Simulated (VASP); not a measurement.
Band structure of ZnF2 (rutile). Computed with revPBE GGA, VASP's PBE PAW potentials (set 64) (plane waves; VASP).

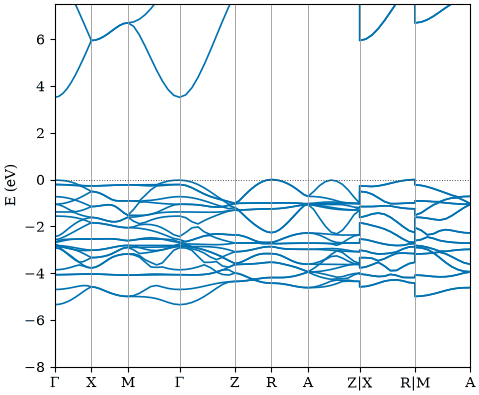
Figure: Bands along high-symmetry lines, zero at the valence-band maximum or, without a gap, the Fermi level

Task: Read the plot: is there a gap, and where are the band edges?

Result: The gap is indirect, 3.51 eV, from the valence maximum at R to the conduction minimum at Γ. (Edges off the drawn lines would not show.)

Measured: gap 7.50 eV (computed value off by -3.99 eV), as given by Dominik Kurzydłowski et al., Inorganic Chemistry (2020), arXiv:1912.01850 [midpoint of the printed range].

The compound is ZnF2 in the rutile structure. It was relaxed first, which changed the volume by +10 %.
